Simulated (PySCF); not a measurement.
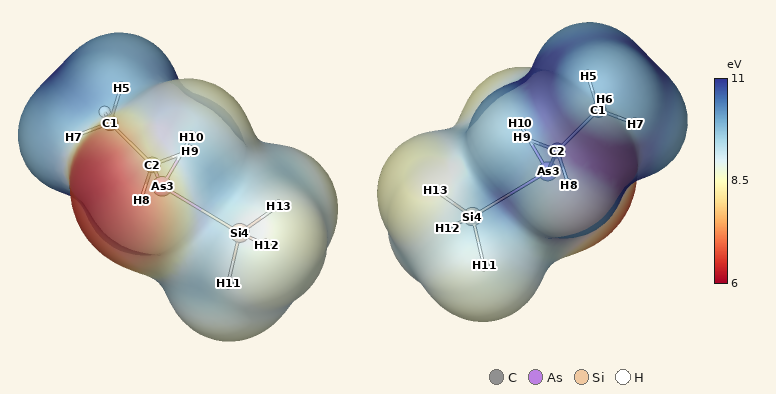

*C2H9AsSi, SMILES `CC[AsH][SiH3]`. Average local ionisation energy on the surface of electron density 0.001 a.u. (back view left, front view right).*

Method: PBE/def2-TZVP; geometry: GFN2-xTB; program: PySCF. No frequency check shows the geometry to be a minimum. GFN2-xTB bond lengths at metals and heavier atoms can be off by up to 0.1 Å and shapes distorted, which carries into these values.

The calculation's input:

```python
import numpy as np
from pyscf import gto, scf, dft
from pyscf.scf import atom_ks, atom_hf
from scipy.linalg import block_diag

def solve(mol, dm0=None, hcore=None):
    mf = (dft.UKS if mol.spin else dft.RKS)(mol, xc='pbe')
    mf.grids.level = 3
    mf = mf.density_fit(auxbasis='def2-universal-jkfit')
    mf.conv_tol, mf.max_cycle = 1e-8, 80
    if hcore is not None:
        mf.get_hcore = lambda *args: hcore
    mf.kernel(dm0)
    if not mf.converged:
        mf = mf.newton().run(mf.mo_coeff, mf.mo_occ, max_cycle=30)
    assert mf.converged, 'SCF not converged'
    return mf

mol = gto.M(atom='''
C      2.68803    -0.46533     0.10287
C      1.24098    -0.88774    -0.12063
As    -0.00391     0.66768    -0.06150
Si    -1.96354    -0.57757     0.04096
H      2.80018     0.00460     1.08058
H      3.35963    -1.32265     0.05553
H      2.99665     0.25549    -0.65493
H      1.14383    -1.35391    -1.10700
H      0.95263    -1.63657     0.62211
H      0.06287     0.81964     1.43957
H     -2.24554    -1.16362    -1.27737
H     -3.10849     0.26274     0.40822
H     -1.91718    -1.69472     0.99572
''', basis='def2-tzvp', charge=0, spin=0, verbose=4)
mf = solve(mol)
mf.analyze()
# spherically averaged free atoms, for the promolecule
atm = atom_ks.get_atm_nrks(mol, xc='pbe')
pro = block_diag(*[(atm[a[0]][2] * atm[a[0]][3]) @ atm[a[0]][2].T for a in mol._atom])
np.savez('result.npz', e=mf.e_tot, c=mf.mo_coeff, occ=mf.mo_occ, eps=mf.mo_energy, pro=pro, dip=mf.dip_moment(verbose=0), s2=mf.spin_square()[0])
```

Command:

```sh
OMP_NUM_THREADS=1 python input.py
```

The run took 69 s on 1 thread of Arm Neoverse N1, on a shared host, peak memory 0.69 GiB.

Partitions, critical points and surface values were worked out afterwards from this run's density.

Locate the minima of the map.

Answer. The lowest value is 6.4 eV, 2.4 Å from As3. Further minima include 8.5 eV, 1.5 Å from H13; 8.5 eV, 1.5 Å from H10; 9.8 eV, 1.4 Å from H6. For comparison, the highest occupied orbital lies at −6.0 eV.

What volume does the surface enclose, and what is the dipole moment?

Answer. About 150 Å³; the dipole moment is 1.2 D.
